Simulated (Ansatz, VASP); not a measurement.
# Cross-check of AsN between VASP and Ansatz, part 2 of 2

One calculation is typed for both programs; each brings its own data sets. How far apart do they land? The cell is generated by rule, not measured, and may not be a known phase. The cell is taken from a series of VASP runs on this material, whose earlier steps may have relaxed, scaled or displaced it; both programs get it as it stands. Valence electrons are named where the data sets of a main pair hold unlike numbers.

VASP 6.6.1 and Ansatz 0.2.0.

So far. Step 3 (VASP: band structure, LDA): The run ends at a pressure of 53.71 GPa.

**5. VASP: band structure, LDA, spin-orbit coupling**

Level of this step: LDA, spin-orbit coupling; plane waves and PAW (As, N); invented cell (VASP).

With cell and atoms fixed, the geometry can't cause a difference; cores, projectors, grids and the points listed under the comparison can.

File INCAR:

```
SYSTEM = AsN
PREC = Accurate
ENCUT = 520
EDIFF = 1E-06
NELM = 100
ISMEAR = 0
SIGMA = 0.02
LREAL = .FALSE.
ALGO = Normal
GGA = CA
LNONCOLLINEAR = .TRUE.
MAGMOM = 0 0 0 0 0 0
NBANDS = 22
GGA_COMPAT = .FALSE.
LASPH = .TRUE.
LSORBIT = .TRUE.
LORBIT = 11
LWAVE = .FALSE.
LCHARG = .FALSE.
KPAR = 4
ISIF = 2
```

File POSCAR:

```
AsN
1.0
    0.0000000000      2.2285700000      2.2285700000
    2.2285700000      0.0000000000      2.2285700000
    2.2285700000      2.2285700000      0.0000000000
As N
1 1
Direct
    0.0000000000      0.0000000000      0.0000000000
    0.2500000000      0.2500000000      0.2500000000
```

File KPOINTS:

```
Automatic mesh
0
Gamma
10 10 10
0 0 0
```

File KPOINTS_OPT:

```
Line mode
16
Line-mode
Reciprocal
  0.00000000   0.00000000   0.00000000 GAMMA
  0.50000000   0.00000000   0.50000000 X

  0.50000000   0.00000000   0.50000000 X
  0.50000000   0.25000000   0.75000000 W

  0.50000000   0.25000000   0.75000000 W
  0.37500000   0.37500000   0.75000000 K

  0.37500000   0.37500000   0.75000000 K
  0.00000000   0.00000000   0.00000000 GAMMA

  0.00000000   0.00000000   0.00000000 GAMMA
  0.50000000   0.50000000   0.50000000 L

  0.50000000   0.50000000   0.50000000 L
  0.62500000   0.25000000   0.62500000 U

  0.62500000   0.25000000   0.62500000 U
  0.50000000   0.25000000   0.75000000 W

  0.50000000   0.25000000   0.75000000 W
  0.50000000   0.50000000   0.50000000 L

  0.50000000   0.50000000   0.50000000 L
  0.37500000   0.37500000   0.75000000 K

  0.62500000   0.25000000   0.62500000 U
  0.50000000   0.00000000   0.50000000 X
```

PAW data sets: As and N (LDA family, release 64).

Launch:

```sh
$ mpirun -np 4 vasp_ncl
```

Numbers of over 12 decimals in the logs are rounded to 6 here.

What it wrote:

```text
[... set-up lines as in an earlier step ...]
 entering main loop
       N       E                     dE             d eps       ncg     rms          rms(c)
DAV:   1     0.311094106054E+02    0.31109E+02   -0.48809E+03  3212   0.837E+02
DAV:   2    -0.111626317527E+02   -0.42272E+02   -0.40267E+02  4304   0.177E+02
DAV:   3    -0.129096514963E+02   -0.17470E+01   -0.17285E+01  4040   0.316E+01
DAV:   4    -0.129159245594E+02   -0.62731E-02   -0.62720E-02  3524   0.223E+00
[...]
DAV:  10    -0.114254592312E+02   -0.21397E-03   -0.33795E-03  3752   0.453E-01    0.640E-02
DAV:  11    -0.114254216087E+02    0.37623E-04   -0.74662E-05  3482   0.724E-02    0.126E-02
DAV:  12    -0.114254206110E+02    0.99770E-06   -0.51129E-06  3668   0.190E-02
   1 F= -.11425421E+02 E0= -.11425191E+02  d E =-.458759E-03  mag=    -0.0000    -0.0000    -0.0000
 Start KPOINTS_OPT (optional k-point list driver)
k-point batch [1-73\160]
       N       E                     dE             ncg
DAV:   1     0.335078750794E+04   -0.17820E+05     3212
DAV:   2     0.341771799096E+03   -0.30090E+04     4340
DAV:   3     0.218220756433E+03   -0.12355E+03     4028
DAV:   4     0.217754409967E+03   -0.46635E+00     3572
DAV:   5     0.217753128838E+03   -0.12811E-02     3836
DAV:   6     0.217753122754E+03   -0.60840E-05     3446
DAV:   7     0.217753122677E+03   -0.77204E-07     2990
[...]
k-point batch [147-160\160]
       N       E                     dE             ncg
DAV:   1     0.251180773456E+05   -0.58419E+04      616
DAV:   2     0.246172872260E+05   -0.50079E+03      848
DAV:   3     0.246003635573E+05   -0.16924E+02      784
DAV:   4     0.246003159756E+05   -0.47582E-01      688
DAV:   5     0.246003158642E+05   -0.11144E-03      730
DAV:   6     0.246003158638E+05   -0.38250E-06      662
```

Parts of OUTCAR (step 5):

```text
  Total        7.3316592      7.3316592      7.3316592     -0.0000000     -0.0000000      0.0000000
  in kB      530.6449236    530.6449236    530.6449236     -0.0000000     -0.0000000      0.0000000
  external PRESSURE =     530.6449236 kB  Pullay stress =       0.0000000 kB

 POSITION                                       TOTAL-FORCE (eV/Angst)
 -----------------------------------------------------------------------------------
      0.00000      0.00000      0.00000        -0.000000     -0.000000      0.000000
      1.11428      1.11428      1.11428         0.000000      0.000000     -0.000000
 -----------------------------------------------------------------------------------
    total drift:                               -0.000000     -0.000000     -0.000000

  FREE ENERGIE OF THE ION-ELECTRON SYSTEM (eV)
  ---------------------------------------------------
  free  energy   TOTEN  =       -11.4254206110 eV

  energy  without entropy=      -11.4249618516  energy(sigma->0) =      -11.42519123

 magnetization (x)
# of ion       s       p       d       tot
------------------------------------------
    1       -0.000  -0.000   0.000  -0.000
    2       -0.000   0.000   0.000   0.000
--------------------------------------------------
tot         -0.000   0.000   0.000   0.000

 magnetization (y)
# of ion       s       p       d       tot
------------------------------------------
    1       -0.000   0.000   0.000  -0.000
    2        0.000  -0.000   0.000  -0.000
--------------------------------------------------
tot         -0.000  -0.000   0.000  -0.000

 magnetization (z)
# of ion       s       p       d       tot
------------------------------------------
    1       -0.000  -0.000  -0.000  -0.000
    2       -0.000  -0.000   0.000  -0.000
--------------------------------------------------
tot         -0.000  -0.000  -0.000  -0.000

[... 1 part as in an earlier step ...]

[... 2 further parts left out ...]
[key lines of the parts left out:]
E-fermi :   9.5961
```

The run ends at a pressure of 53.06 GPa.

**6. Ansatz: band structure, LDA, spin-orbit coupling**

The same cell, functional (in two slightly different forms), mesh and smearing now go to Ansatz, which takes its cutoff from its data sets.

The cell is taken from a series of VASP runs on this material, whose earlier steps may have relaxed, scaled or displaced it; both programs get it as it stands.

File input.yaml:

```yaml
crystal:
  lattice:
    - [0.0, 2.22857, 2.22857]
    - [2.22857, 0.0, 2.22857]
    - [2.22857, 2.22857, 0.0]
  atoms:
    - { symbol: As, position: [0.0, 0.0, 0.0] }
    - { symbol: "N", position: [0.25, 0.25, 0.25] }
hamiltonian:
  xc: lda
  pseudopotentials: { kind: paw_fr }
magnetization:
  noncollinear: true
  spin_orbit: true
kpoints:
  mp_grid: { grid: [10, 10, 10] }
  band_path:
    path:
      - [0.0, 0.0, 0.0]
      - [0.16667, 0.0, 0.16667]
      - [0.33333, 0.0, 0.33333]
      - [0.5, 0.0, 0.5]
      - [0.5, 0.08333, 0.58333]
      - [0.5, 0.18333, 0.68333]
      - [0.5, 0.25, 0.75]
      - [0.45, 0.3, 0.75]
      - [0.40833, 0.34167, 0.75]
      - [0.35, 0.35, 0.7]
      - [0.225, 0.225, 0.45]
      - [0.075, 0.075, 0.15]
      - [0.03333, 0.03333, 0.03333]
      - [0.23333, 0.23333, 0.23333]
      - [0.4, 0.4, 0.4]
      - [0.51667, 0.46667, 0.51667]
      - [0.55833, 0.38333, 0.55833]
      - [0.60833, 0.28333, 0.60833]
      - [0.60833, 0.25, 0.64167]
      - [0.55833, 0.25, 0.69167]
      - [0.51667, 0.25, 0.73333]
      - [0.5, 0.3, 0.7]
      - [0.5, 0.38333, 0.61667]
      - [0.5, 0.48333, 0.51667]
      - [0.475, 0.475, 0.55]
      - [0.425, 0.425, 0.65]
      - [0.38333, 0.38333, 0.73333]
      - [0.59167, 0.18333, 0.59167]
      - [0.55, 0.1, 0.55]
      - [0.5, 0.0, 0.5]
    npoints: 1
scf:
  occupations: { method: gaussian, width: 0.02 }
  n_extra_bands: 14
output:
  forces: true
  stress: true
  eigenvalues: true
  write_density: true
  write_potential: true
  elf: true
  volumetric_format: npy
```

Launch:

```sh
$ ansatz run input.yaml --threads 2 --pin off --max-ram 4608MiB --backend cpu --events-out ev --progress --plain --runs-dir out
```

What it wrote:

```text
[...]
non-collinear run that drives no moment, with spin-orbit: no starting moment large enough to seed its density (crystal.atoms[].spin), no starting occupations that ask for one, no magnetisation constraint and no magnetic field, so the semilocal B_xc is pinned to zero
Crystal: 2 atoms, lattice volume = 22.136 Å³
Basis set: ecut = 420 eV, 411 PW (Γ)
[...]
k-point 1: bands = [... 16 lower, 10.2193, 10.2216, 12.3167, 12.3167, 17.3376, 17.3376, 17.7644, 17.7644, ... 10 higher]
  k-point 2: bands = [... 16 lower, 9.8861, 9.8897, 13.0297, 13.0297, 17.6077, 17.6077, 18.1519, 18.1519, ... 10 higher]
  k-point 46: bands = [... 16 lower, 6.3581, 6.3908, 15.9084, 15.9318, 16.5860, 16.5964, 19.3706, 19.5580, ... 10 higher]
[key lines of the parts left out:]
SCF converged after 7 iterations
Magnetization: |M| = 0.0000 μB,  M = (+0.0000, +0.0000, +0.0000) μB
Free energy (F): -5144.580635 eV
Fermi energy:    15.369106 eV
P = ⅓ Tr σ = 51.4891 GPa (514.891 kbar)
```

Wall time 4 s (2 threads of Intel Xeon Platinum 8488C (Sapphire Rapids), shared host); peak memory 0.47 GiB.

**7. Differences**

What differs besides the data sets and the points named for the pairs above, as far as they apply: spin-orbit coupling enters by fully relativistic files in Ansatz and inside the spheres in VASP; the data sets hold 20 valence electrons in Ansatz (on its fully relativistic PAW (standard-fr) files) and 10 in VASP. Total energies have different zeros and are not compared.

Compared:

| quantity | Ansatz | VASP | difference |
| --- | --- | --- | --- |
| pressure (GPa) | 51.49 | 53.06 | -1.58 |
| pressure without Ansatz's Pulay correction (GPa) | 50.93 | 53.06 | -2.13 |

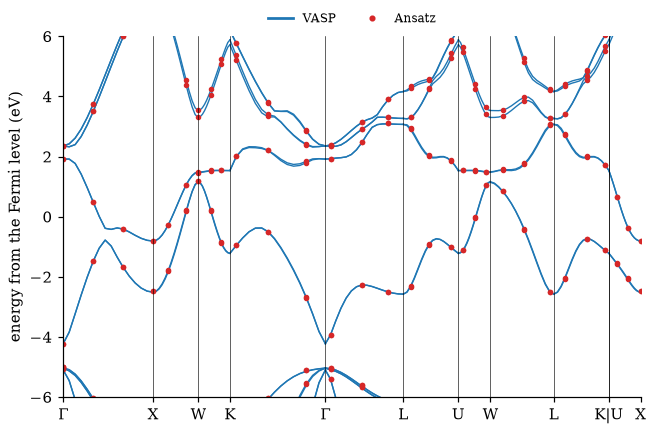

Bands from VASP (lines) and levels from Ansatz (dots). Dots without a line are higher empty bands that the VASP plot leaves out.

Levels from 3 eV below to 2 eV above the Fermi level differ by 14 meV r.m.s. and 36 meV at most; each VASP level is matched to the nearest of Ansatz, which flatters the figure a little. Ansatz's pressure holds a Pulay correction of 0.55 GPa; VASP's holds none.

**8. What came out**

| Item | Value |
| --- | --- |
| r.m.s. difference of levels near the Fermi level (band structure, LDA) | 16 meV |
| difference in pressure (band structure, LDA) | -1.6 GPa |
| r.m.s. difference of levels near the Fermi level (band structure, LDA, spin-orbit coupling) | 14 meV |
| difference in pressure (band structure, LDA, spin-orbit coupling) | -1.6 GPa |

**Reading.** The difference in pressure is -1.6 GPa (band structure, LDA, spin-orbit coupling), beyond the 1 GPa picked in this series as the mark of a large difference. The data sets hold unlike numbers of valence electrons (20 in Ansatz and 10 in VASP), so part of the differences comes from the potentials. Such differences can come from data sets, numerical settings and the points named under the comparisons, not from the functional's error against experiment.

[Lines on the potential files, build, host, timing and source positions are cut from VASP's logs without a mark.]

[Logs are printed without paths, hosts, clocks, repeated set-up lines and the standing remarks that a program may print on its own settings, such as how far it seeks lower states.]

[Hosts, paths, dates, database ids (printed as entryN), source tags and the programs' standing remarks are cut or masked in the printed files.]
